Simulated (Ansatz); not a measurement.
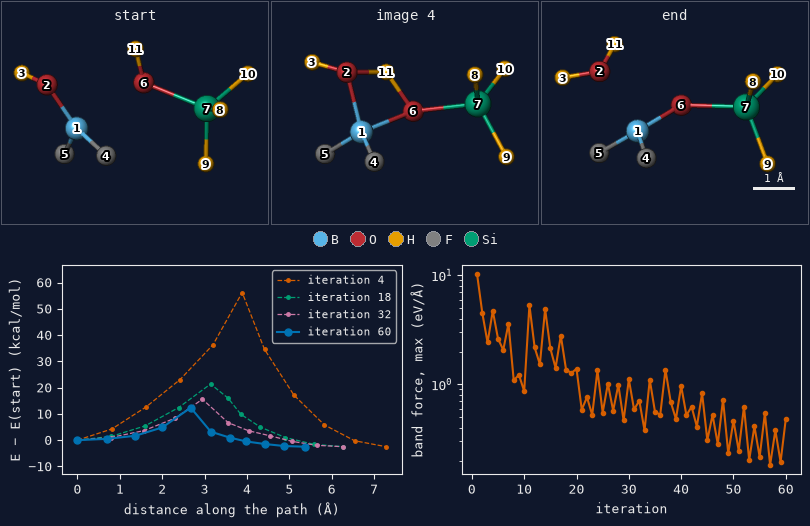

NEB run on BSiH5O2F2. Images are numbered from 0 (start) to 10 (end). The plot follows the band through its iterations. A ball-and-stick model, seen face on.

Computed with Ansatz 0.2.0, RKS PBE-D4/def2-SVP. Set-up: 9 movable images; climbing image from the first iteration; force threshold 0.03 eV/Å; iteration limit 60; optimiser L-BFGS; starting path through a guess of the saddle point.

Q: How did the profile develop, and is the result final?

A: The result isn't final. The band hadn't converged when the run stopped after 60 iterations. The largest component of the band force went from 10 to 0.48 eV/Å. The barrier read from it is provisional, though the highest image hardly moved in the last two iterations. The first iteration put the highest image at 158.5 kcal/mol. The highest point, image 4, lies 12.4 kcal/mol above the start and 14.9 kcal/mol above the end; the end is at −2.5 kcal/mol relative to the start.

Cost: 9.4 min on 4 threads of Intel(R) Xeon(R) Platinum 8259CL CPU @ 2.50GHz (Skylake/Cascade Lake) (shared host), peak memory 0.18 GiB.
